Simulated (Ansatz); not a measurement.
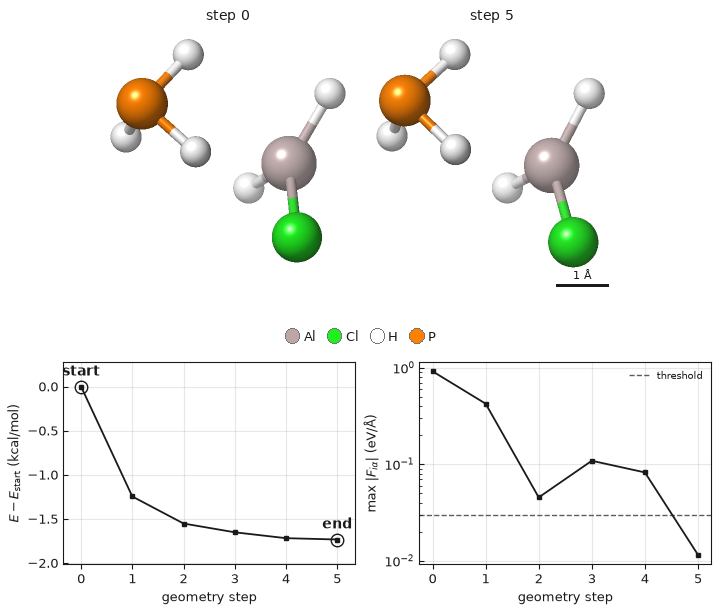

First and last geometry of a relaxation of AlPH₅Cl, with the history of the run. A ball-and-stick model, seen from a free direction.

The run prepares an end point of a later path (reaction) calculation, from a guessed geometry.

Theory: Ansatz, RKS B3LYP-D4/def2-SVP. Set-up: no spin polarisation; force threshold 0.03 eV/Å; at most 50 steps.

Question: What do the curves and the structures tell?

Answer: It converged. After 5 geometry steps the energy has fallen by 1.73 kcal/mol. The largest force component goes from 0.92 to 0.012 eV/Å. The Cl atom moves most after the best rigid fit: 0.29 Å. Largest moves by element: Cl 0.29 Å, H 0.15 Å, P 0.10 Å, Al 0.09 Å. Near-neighbour distances that change, for instance: Al–Cl 2.199 → 2.124 Å, Al–P 3.479 → 3.444 Å, H–P 1.426 → 1.432 Å.

| step | E − E(0), kcal/mol | largest force component, eV/Å |
| --- | --- | --- |
| 0 | 0.00 | 0.9169 |
| 1 | -1.25 | 0.4235 |
| 2 | -1.55 | 0.0453 |
| 3 | -1.65 | 0.1085 |
| 4 | -1.72 | 0.0822 |
| 5 | -1.73 | 0.0115 |

Limits of the set-up: the start holds two separate molecules, 2.6 Å apart at their closest, whose relative position is a soft coordinate.
